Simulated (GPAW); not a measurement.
# Collinear magnetic orders of Cr (Chromium) with GPAW

Aim: find out whether Cr (Chromium) carries moments, and which collinear order costs least.

Method: PBE; plane waves with GPAW's PAW setups, scalar-relativistic, in GPAW 26.7.0.

## (1) The starting structure

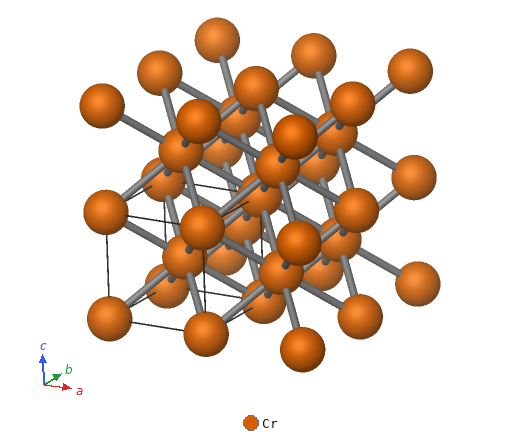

The starting structure, seen slightly off an axis (chromium orange). 2×2×2 cells are drawn. This picture shows the conventional cell, with its axes. Some periodic images of atoms are drawn too.

## (2) Start 1: ferro +

The parallel start comes first: it fits the smallest cell, keeps the most symmetry and shows whether parallel moments form.

The input, order1.py:

```python
import json
import numpy as np
from ase import Atoms
from ase.parallel import paropen, parprint
from gpaw import GPAW

atoms = Atoms(['Cr'],
    cell=[[-1.44195, 1.44195, 1.44195],
         [1.44195, -1.44195, 1.44195],
         [1.44195, 1.44195, -1.44195]],
    scaled_positions=[[0.0, 0.0, 0.0]],
    pbc=True,
    magmoms=[2.5])
atoms.calc = GPAW(mode={'name': 'pw', 'ecut': 550},
    xc='PBE',
    kpts={'size': (16, 16, 16), 'gamma': True},
    occupations={'name': 'fermi-dirac', 'width': 0.05},
    convergence={'density': 1e-05, 'energy': 1e-05},
    maxiter=200,
    txt='order1.txt')
e = atoms.get_potential_energy(force_consistent=True)
res = {'free_energy': e, 'energy_sigma0': atoms.get_potential_energy(), 'fermi_energy': atoms.calc.get_fermi_level()}
res['moments'] = atoms.get_magnetic_moments().tolist()
res['total'] = atoms.get_magnetic_moment()
parprint('site moments (muB):', np.round(res['moments'], 3))
parprint(f"total moment: {res['total']:.3f} muB")
parprint(f'free energy: {e:.6f} eV')
atoms.calc.write('order1.gpw')
with paropen('results.json', 'w') as f:
    json.dump(res, f)
```

Started as:

```bash
> OMP_NUM_THREADS=1 mpirun -n 2 gpaw python order1.py > order1.log
```

Output:

```text
site moments (muB): [0.]
total moment: -0.000 muB
free energy: -9.371862 eV

--- order1.txt ---
Input parameters:
  mode=PW(ecut=550),
  convergence={'density': 1e-05, 'energy': 1e-05},
  kpts=MonkhorstPack(size=(16, 16, 16), gamma=True),
  maxiter=200,
  occupations=Occupations(name='fermi-dirac', width=0.05),
  xc=XC(name='PBE')

Diagonalizing LCAO Hamiltonian
Converting LCAO to pw mode

       Cr

Atoms  # Å, Bohr magnetons
|   | symbol |        x |        y |        z |    initial magnetic moments |
|---|--------|----------|----------|----------|-----------------------------|
| 0 |     Cr | 0.000000 | 0.000000 | 0.000000 | ( 0.0000,  0.0000,  2.5000) |

Unit cell  # Å
| periodic |         x |         y |         z |  lengths |     angles |
|----------|-----------|-----------|-----------|----------|------------|
|      yes | -1.441950 |  1.441950 |  1.441950 | 2.497531 | 109.471221 |
|      yes |  1.441950 | -1.441950 |  1.441950 | 2.497531 | 109.471221 |
|      yes |  1.441950 |  1.441950 | -1.441950 | 2.497531 | 109.471221 |

Number of symmetries: 48

BZ-sampling:
  Number of BZ points: 4096
  Number of IBZ points: 145

  Monkhorst-Pack size: [16, 16, 16]
  Monkhorst-Pack shift: [0.03125, 0.03125, 0.03125]

K-points  # in reciprocal-cell coordinates
|     |                                coordinates |     weight |
|-----|--------------------------------------------|------------|
|   0 | (  0.00000000,   0.00000000,   0.00000000) | 0.00024414 |
|   1 | (  0.06250000,   0.00000000,   0.00000000) | 0.00292969 |
|   2 | (  0.06250000,   0.06250000,  -0.06250000) | 0.00146484 |
|   3 | (  0.12500000,   0.00000000,  -0.06250000) | 0.00585938 |
|   4 | (  0.12500000,   0.00000000,   0.00000000) | 0.00292969 |
|   5 | (  0.12500000,   0.06250000,  -0.06250000) | 0.00585938 |
|   6 | (  0.12500000,   0.12500000,  -0.12500000) | 0.00146484 |
|   7 | (  0.18750000,  -0.06250000,  -0.06250000) | 0.00195312 |
|   8 | (  0.18750000,   0.00000000,  -0.06250000) | 0.01171875 |
|   9 | (  0.18750000,   0.00000000,   0.00000000) | 0.00292969 |
| ... |                                            |            |
| 144 | (  0.50000000,   0.50000000,   0.50000000) | 0.00024414 |

Plane wave coefficients: 370
Cutoff: 550.0 eV

Spin-components: 2 (collinear spins)
Bands:           9
Projectors:      6
Spin-degeneracy: 1
Datatype:        complex128

Parallelization:
  kpt:    2
  domain: 1
  band:   1

Density:
  Valence electrons: 6.0
  Components: 2
  Grid points: [14 14 14]
  Charge: 0.0  # |e|

Potential:
  Grid points: [14 14 14]

species:
  Cr:
    name:    Chromium
    Z:       24.0
    valence: 6
    core:    18
    charge:  0.0  # [|e|]
    compensation charges:
      type: gauss
      rc: 0.35  # [Å]
      lmax: 2
    cutoffs:
      filter: 2.14  # [Å]
      core: 3.04  # [Å]
    projectors
    | kind |    occ | energy [eV] | rcut [Å] |
    |------|--------|-------------|----------|
    |   4s |  1.000 |      -4.007 |    1.164 |
    |   4p |  0.000 |      -0.989 |    1.217 |
    |   3d |  5.000 |      -2.913 |    1.111 |
    |    s |        |      23.205 |    1.164 |
    |    p |        |      26.223 |    1.217 |
    |    d |        |      24.299 |    1.111 |

    Using partial waves for Cr as LCAO basis

Reference energy: -28582.377450  # eV

eigensolver:
  PPCG
  Converge bands: occupied
  niter=2

density mixing:
  MSR1-Mixer
  Pratt-step length: 0.05
  Maximum mixing coefficient: 0.75
  Old densities: 10
  SVD Regularization: 0.005
  Good broyden scale: 1.0
  Trust region scale: 1.0
  Backstep threshold: 4.0
  History deletion threshold: 6.0
  Fourier metric: weight=20.0, sigma=0.015

occupation numbers:
  Fermi-Dirac:
    width: 0.0500  # eV

poisson solver:
  ecut: 4400.0  # eV

xc functional:
  name: PBE with 2 nearest neighbor stencil

convergence criteria:
- Maximum integral of absolute [dens]ity change: 1e-05 electrons / valence electron
- Maximum [total energy] change in last 3 cyles: 1e-05 eV / valence electron
- Maximum integral of absolute [eigenst]ate change: 4e-08 eV^2 / valence electron
maximum number of iterations: 200

SCF iterations
|iter     |      energy | eigst |  dens |  magmom |
|---------|-------------|-------|-------|---------|
|iter:   1|   -8.712676 | -0.01 |       |  +2.4961|
|iter:   2|   -8.734821 | -1.99 | -0.42 |  +2.4097|
|iter:   3|   -9.269397 | -1.42 | -0.44 |  +0.9110|
|iter:   4|   -9.364173 | -1.80 | -0.86 |  -0.0963|
|iter:   5|   -9.368620 | -2.97 | -1.66 |  +0.0126|
|iter:   6|   -9.368767 | -3.57 | -2.16 |  -0.0163|
|iter:   7|   -9.368901 | -4.26 | -2.41 |  -0.0031|
|iter:   8|   -9.368916 | -5.01 | -3.07 |  -0.0007|
|iter:   9|   -9.368916c| -6.19 | -3.75 |  +0.0000|
|iter:  10|   -9.368916c| -6.89 | -4.54 |  +0.0000|
|iter:  11|   -9.368916c| -7.40c| -4.95 |  -0.0000|
|iter:  12|   -9.368916c| -7.84c| -5.92c|  -0.0000|

Converged in 12 steps
Energy contributions relative to reference atoms: (reference = -28582.377450)

Energy contributions:
  Kinetic:         -19.124641
  Coulomb:          12.467053
  Zero:              0.202260
  External:          0.000000
  Xc:               -2.910643
  Entropy:          -0.005892
  Spinorbit:         0.000000
  ----------------------------
  Free energy:      -9.371862
  Extrapolated:     -9.368916

dipole moment: (-3.568252, -3.568252, -3.568252)  # |e|*Ang

Total magnetic moment: (0.000000, 0.000000, -0.000000)

Local magnetic moments
|        x |        y |        z |
|----------|----------|----------|
| 0.000000 | 0.000000 | 0.000004 |  # Cr   0

Fermi level: 10.691
Eigenvalues  # (at kpt = [0.000, 0.000, 0.000])
| band index |      eig [eV] | occ [0-1] |      eig [eV] | occ [0-1] |
|------------|---------------|-----------|---------------|-----------|
|          0 |         3.085 |     1.000 |         3.085 |     1.000 |
|          1 |         9.862 |     1.000 |         9.862 |     1.000 |
|          2 |         9.862 |     1.000 |         9.862 |     1.000 |
|          3 |         9.862 |     1.000 |         9.862 |     1.000 |
|          4 |        11.772 |     0.000 |        11.772 |     0.000 |
|          5 |        11.772 |     0.000 |        11.772 |     0.000 |
|          6 |        20.737 |     0.000 |        20.737 |     0.000 |
|          7 |        20.737 |     0.000 |        20.737 |     0.000 |
|          8 |        20.737 |     0.000 |        20.737 |     0.000 |

No gap
No difference between direct/indirect transitions
```

It took 25 s on 2 MPI ranks of Intel Xeon Platinum 8259CL at 2.50GHz (Skylake/Cascade Lake), shared host; peak memory 0.33 GiB; 49 s of CPU time.

The spin moment in the augmentation sphere vanishes on all atoms.

Numbers from this step:

* final state: non-magnetic

After 12 cycles the seed has died away: no moment is left.

## (3) Start 2: antiferro q=(1/2,1/2,1/2) +-

An opposed order shows whether the pairs that it reverses prefer unlike signs.

The cell is doubled to 2 atoms to hold this order. Its mesh is chosen so that both cells sample the same points.

The input, order2.py:

```python
import json
import numpy as np
from ase import Atoms
from ase.parallel import paropen, parprint
from gpaw import GPAW

atoms = Atoms(['Cr', 'Cr'],
    cell=[[-2.8839, 2.8839, 2.8839],
         [0.0, 0.0, 2.8839],
         [0.0, 2.8839, 0.0]],
    scaled_positions=[[0.0, 0.0, 0.0],
         [0.5, 0.0, 0.0]],
    pbc=True,
    magmoms=[2.5, -2.5])
atoms.calc = GPAW(mode={'name': 'pw', 'ecut': 550},
    xc='PBE',
    kpts={'size': (8, 16, 16), 'gamma': True},
    occupations={'name': 'fermi-dirac', 'width': 0.05},
    convergence={'density': 1e-05, 'energy': 1e-05},
    maxiter=200,
    txt='order2.txt')
e = atoms.get_potential_energy(force_consistent=True)
res = {'free_energy': e, 'energy_sigma0': atoms.get_potential_energy(), 'fermi_energy': atoms.calc.get_fermi_level()}
res['moments'] = atoms.get_magnetic_moments().tolist()
res['total'] = atoms.get_magnetic_moment()
parprint('site moments (muB):', np.round(res['moments'], 3))
parprint(f"total moment: {res['total']:.3f} muB")
parprint(f'free energy: {e:.6f} eV')
atoms.calc.write('order2.gpw')
with paropen('results.json', 'w') as f:
    json.dump(res, f)
```

Started as:

```bash
> OMP_NUM_THREADS=1 mpirun -n 2 gpaw python order2.py > order2.log
```

Output:

```text
UserWarning: Initial realspace grid (28,16,16) inconsistent with symmetries.
UserWarning: Initial realspace grid (28,16,16) inconsistent with symmetries.
UserWarning: Using symmetrized grid: (28,28,28).

UserWarning: Using symmetrized grid: (28,28,28).

site moments (muB): [ 1.315 -1.315]
total moment: 0.000 muB
free energy: -18.812351 eV

--- order2.txt ---
Input parameters:
  mode=PW(ecut=550),
  convergence={'density': 1e-05, 'energy': 1e-05},
  kpts=MonkhorstPack(size=(8, 16, 16), gamma=True),
  maxiter=200,
  occupations=Occupations(name='fermi-dirac', width=0.05),
  xc=XC(name='PBE')

Diagonalizing LCAO Hamiltonian
Converting LCAO to pw mode

        Cr

          Cr

Atoms  # Å, Bohr magnetons
|   | symbol |         x |        y |        z |    initial magnetic moments |
|---|--------|-----------|----------|----------|-----------------------------|
| 0 |     Cr |  0.000000 | 0.000000 | 0.000000 | ( 0.0000,  0.0000,  2.5000) |
| 1 |     Cr | -1.441950 | 1.441950 | 1.441950 | ( 0.0000,  0.0000, -2.5000) |

Unit cell  # Å
| periodic |         x |        y |        z |  lengths |    angles |
|----------|-----------|----------|----------|----------|-----------|
|      yes | -2.883900 | 2.883900 | 2.883900 | 4.995061 | 90.000000 |
|      yes |  0.000000 | 0.000000 | 2.883900 | 2.883900 | 54.735610 |
|      yes |  0.000000 | 2.883900 | 0.000000 | 2.883900 | 54.735610 |

Number of symmetries: 12

BZ-sampling:
  Number of BZ points: 2048
  Number of IBZ points: 213

  Monkhorst-Pack size: [8, 16, 16]
  Monkhorst-Pack shift: [0.0625, 0.03125, 0.03125]

Plane wave coefficients: 739
Cutoff: 550.0 eV

Spin-components: 2 (collinear spins)
Bands:           12
Projectors:      12
Spin-degeneracy: 1
Datatype:        complex128

Parallelization:
  kpt:    2
  domain: 1
  band:   1

Density:
  Valence electrons: 12.0
  Components: 2
  Grid points: [28 28 28]
  Charge: 0.0  # |e|

Potential:
  Grid points: [28 28 28]

[... setups left out ...]
Reference energy: -57164.754899  # eV

eigensolver:
  PPCG
  Converge bands: occupied
  niter=2

density mixing:
  MSR1-Mixer
  Pratt-step length: 0.05
  Maximum mixing coefficient: 0.75
  Old densities: 10
  SVD Regularization: 0.005
  Good broyden scale: 1.0
  Trust region scale: 1.0
  Backstep threshold: 4.0
  History deletion threshold: 6.0
  Fourier metric: weight=20.0, sigma=0.015

occupation numbers:
  Fermi-Dirac:
    width: 0.0500  # eV

poisson solver:
  ecut: 4400.0  # eV

xc functional:
  name: PBE with 2 nearest neighbor stencil

convergence criteria:
- Maximum integral of absolute [dens]ity change: 1e-05 electrons / valence electron
- Maximum [total energy] change in last 3 cyles: 1e-05 eV / valence electron
- Maximum integral of absolute [eigenst]ate change: 4e-08 eV^2 / valence electron
maximum number of iterations: 200

SCF iterations
|iter     |      energy | eigst |  dens |  magmom |
|---------|-------------|-------|-------|---------|
|iter:   1|  -19.085533 | +0.09 |       |  +0.0000|
|iter:   2|  -19.018923 | -1.76 | -0.88 |  -0.0000|
|iter:   3|  -18.799051 | -1.18 | -0.94 |  +0.0000|
|iter:   4|  -18.800752 | -2.04 | -1.55 |  +0.0000|
|iter:   5|  -18.807775 | -2.20 | -1.75 |  -0.0000|
|iter:   6|  -18.808539 | -3.02 | -2.22 |  +0.0000|
|iter:   7|  -18.809189 | -3.43 | -2.38 |  -0.0000|
|iter:   8|  -18.809528 | -4.06 | -2.64 |  +0.0000|
|iter:   9|  -18.809545 | -4.34 | -2.79 |  -0.0000|
|iter:  10|  -18.809547c| -4.97 | -3.44 |  +0.0000|
|iter:  11|  -18.809549c| -5.65 | -3.76 |  -0.0000|
|iter:  12|  -18.809550c| -6.14 | -3.76 |  +0.0000|
|iter:  13|  -18.809551c| -6.63 | -4.21 |  +0.0000|
|iter:  14|  -18.809552c| -7.08 | -4.53 |  +0.0000|
|iter:  15|  -18.809552c| -7.54c| -4.89 |  +0.0000|
|iter:  16|  -18.809552c| -7.72c| -5.45c|  +0.0000|

Converged in 16 steps
Energy contributions relative to reference atoms: (reference = -57164.754899)

Energy contributions:
  Kinetic:         -30.465245
  Coulomb:          18.760145
  Zero:              0.388471
  External:          0.000000
  Xc:               -7.490123
  Entropy:          -0.005598
  Spinorbit:         0.000000
  ----------------------------
  Free energy:     -18.812351
  Extrapolated:    -18.809552

dipole moment: (7.116544, -21.349664, -21.349664)  # |e|*Ang

Total magnetic moment: (0.000000, 0.000000, 0.000000)

Local magnetic moments
|        x |        y |         z |
|----------|----------|-----------|
| 0.000000 | 0.000000 |  1.314601 |  # Cr   0
| 0.000000 | 0.000000 | -1.314598 |  # Cr   1

Fermi level: 10.717
Eigenvalues  # (at kpt = [0.000, 0.000, 0.000])
| band index |      eig [eV] | occ [0-1] |      eig [eV] | occ [0-1] |
|------------|---------------|-----------|---------------|-----------|
|          0 |         3.096 |     1.000 |         3.096 |     1.000 |
|          1 |         6.743 |     1.000 |         6.743 |     1.000 |
|          2 |         6.743 |     1.000 |         6.743 |     1.000 |
|          3 |         9.855 |     1.000 |         9.855 |     1.000 |
|          4 |         9.855 |     1.000 |         9.855 |     1.000 |
|          5 |         9.855 |     1.000 |         9.855 |     1.000 |
|          6 |        11.966 |     0.000 |        11.966 |     0.000 |
|          7 |        11.966 |     0.000 |        11.966 |     0.000 |
|          8 |        13.335 |     0.000 |        13.335 |     0.000 |
|          9 |        13.335 |     0.000 |        13.335 |     0.000 |
|         10 |        13.335 |     0.000 |        13.335 |     0.000 |
|         11 |        27.521 |     0.000 |        27.521 |     0.000 |

No gap
No difference between direct/indirect transitions
```

Elapsed: 3.3 min, on 2 MPI ranks; peak memory 0.51 GiB.

Spin moment in the augmentation sphere by atom:

| atom | spin moment in the augmentation sphere (μB) |
| --- | --- |
| Cr1 | 1.31 |
| Cr2 | -1.31 |

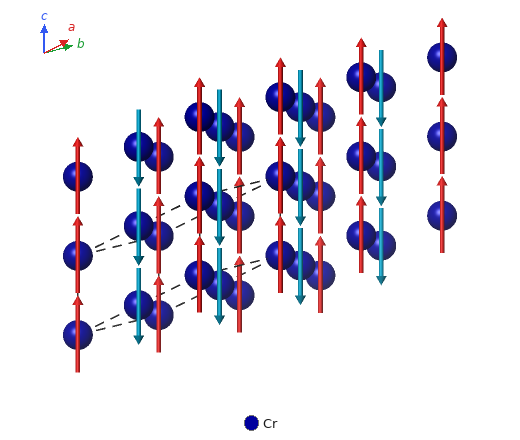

Spin moment in the augmentation sphere as arrows, the longest 1.31 μB. Up and down stand for the sign. Arrows give size and sign along the axis of quantisation, drawn up and down the page. The two directions have two colours. 1×3×2 cells are drawn. Some periodic images of atoms are drawn too.

Read from the output:

```
magnetization : 0 μB
final state   : antiferromagnetic
```

It lies 34.3 meV a seeded atom under the first start, and its largest moment is 1.31 μB against 3.6e-6 μB.

(Part 1 of 2 ends here.)

[Logs and program files are shortened in this print: banners, set-up blocks, solver, clock and traceback lines can be left out without a mark of their own.]

[Logs are printed without paths, hosts, clocks, repeated set-up lines and the standing remarks that a program may print on its own settings, such as how far it seeks lower states.]

[Hosts, paths, dates, database ids (printed as entryN), source tags and the programs' standing remarks are cut or masked in the printed files.]

[Where a cell is said to come from a database of computed structures, the database is the Materials Project.]
